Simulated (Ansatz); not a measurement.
Consider Te$_{2}$V (charge +1).

```yaml
atoms:
  - { symbol: V, position_ang: [-0.5879, -1.2555, 0.0005] }
  - { symbol: Te, position_ang: [-0.9244, 1.1983, -0.0190] }
  - { symbol: Te, position_ang: [1.5123, 0.0573, 0.0185] }
```

Geometry: PBE0-D4/def2-TZVP; core potentials replace the inner electrons of Te.

The calculation used RKS PBE0-D4/def2-TZVP in Ansatz 0.2.0.

### What can the converged electron density and electron localisation function tell about the bonding?

V–Te (2.48 Å): ρ at the midpoint is about 0.57 e/Å³; the ELF reaches about 0.55 near the midpoint.
Te–Te (2.69 Å): ρ at the midpoint is about 0.49 e/Å³; the ELF peaks at about 0.65 between the atoms.

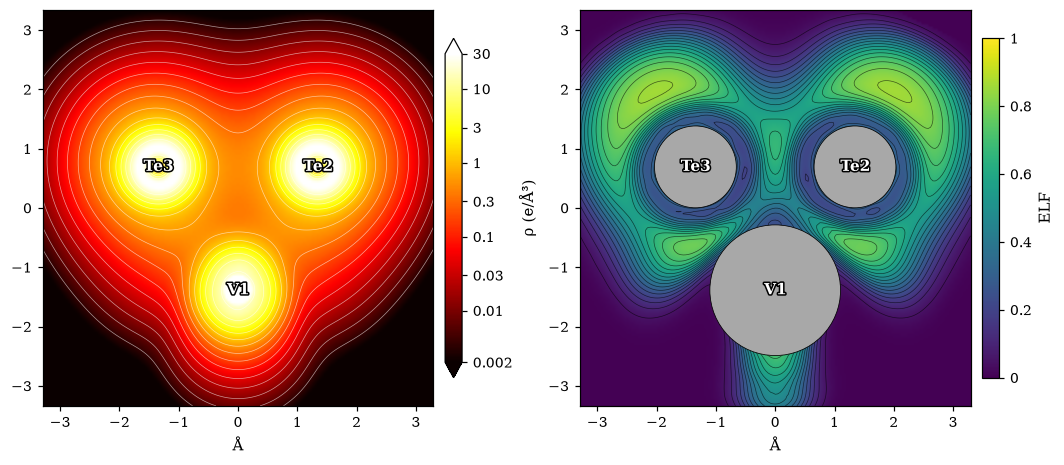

Computed electron density and electron localisation function on the molecular plane, in this order. Grey discs cover the atomic cores in the ELF map. 
